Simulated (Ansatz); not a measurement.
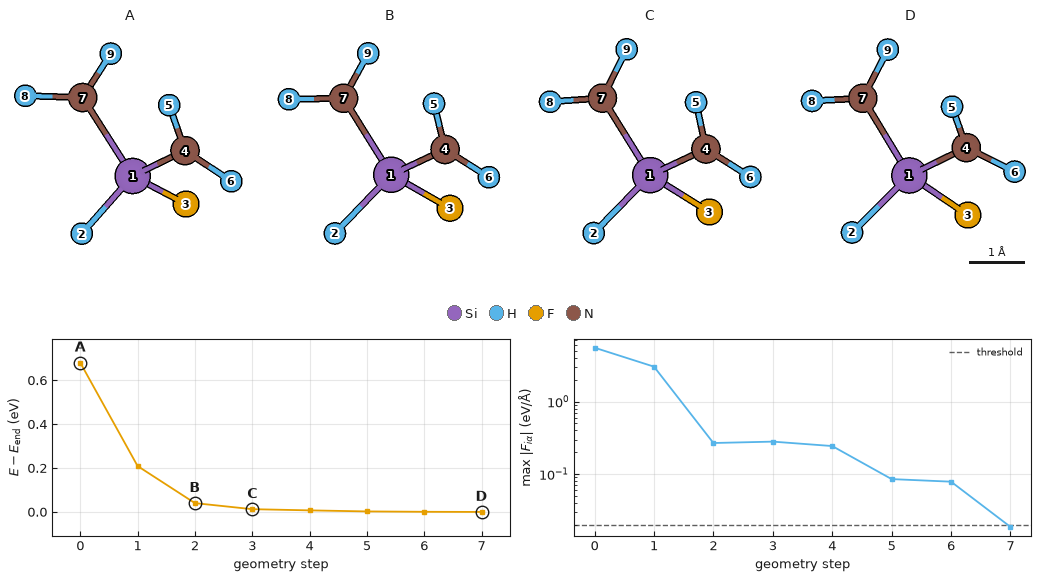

Frames of a relaxation of SiN$_{2}$H$_{5}$F, marked on the history of the run. Style: ball-and-stick. Shown from a free direction.

The run prepares the start of a later molecular dynamics calculation, from a guessed geometry.

Level of theory: RKS BLYP-D4/6-31G (Ansatz). Settings: no spin polarisation; force threshold 0.02 eV/Å; at most 40 steps.

### Describe the path.

Over 7 geometry steps the energy falls by 0.681 eV. The largest force component goes from 5.5 to 0.019 eV/Å. The largest move after the best rigid fit is that of H9, 0.45 Å. Largest moves by element: H 0.45 Å, F 0.22 Å, N 0.12 Å, Si 0.09 Å. Some distances before and after: Si1–F3 1.590 → 1.719 Å, Si1–N4 1.819 → 1.753 Å, Si1–H2 1.460 → 1.509 Å, N4–H5 1.060 → 1.016 Å. Among the angles between lasting bonds that change: H2–Si1–N4 109.5° → 120.5°, F3–Si1–N7 109.5° → 116.6°, F3–Si1–N4 109.5° → 103.6°. Groups turn about Si1–N7 by about 30°. Cost: 21 s on 1 thread of Arm Neoverse V1 (shared host), peak memory 0.13 GiB. From step 0 to 2: H9 moves most (0.20 Å), energy −0.640 eV. From step 2 to 3: H9 moves most (0.20 Å), energy −0.028 eV. From step 3 to 7: H6 moves most (0.18 Å), energy −0.013 eV.

Limits of the set-up: the basis has no polarisation functions, which atoms past neon need.
